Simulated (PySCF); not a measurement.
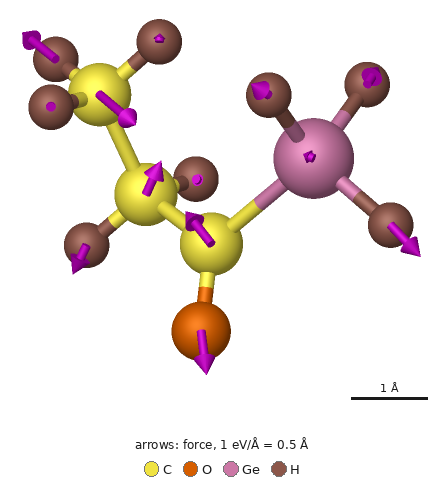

Starting geometry of C₃H₈GeO with the computed forces as purple arrows. Style: ball-and-stick. Shown at a tilt.

The start comes from GFN2-xTB. Its atoms were then displaced at random by about 0.01 Å.

Theory: PySCF 2.14.0, density-fitted response routines, PBE0-D3(BJ)/def2-SVP geometry optimisation, gas phase. 

**Is this structure relaxed? If not, where do the atoms go?**

It isn't relaxed: the largest force vector, on a C atom, is 2.12 eV/Å. The final displacements have little in common with the starting forces (cosine between the two patterns 0.16). After 10 geometry steps the energy has fallen by 4.10 kcal/mol. An H atom moves most after the best rigid fit: 0.28 Å. By element the largest moves are H 0.28 Å, O 0.12 Å, C 0.05 Å, Ge 0.05 Å. Near-neighbour distances that change, for instance: Ge–H 1.474 → 1.534 Å, C–H 1.054 → 1.099 Å, Ge–H 1.503 → 1.540 Å, C–Ge 1.993 → 2.018 Å. Among the angles between lasting bonds that change: C–Ge–H 113.0° → 108.5°, H–Ge–H 105.1° → 108.5°, O–C–Ge 120.9° → 117.6°. Cost: 78 s on 1 thread of Arm Neoverse V1, with other jobs on the host.
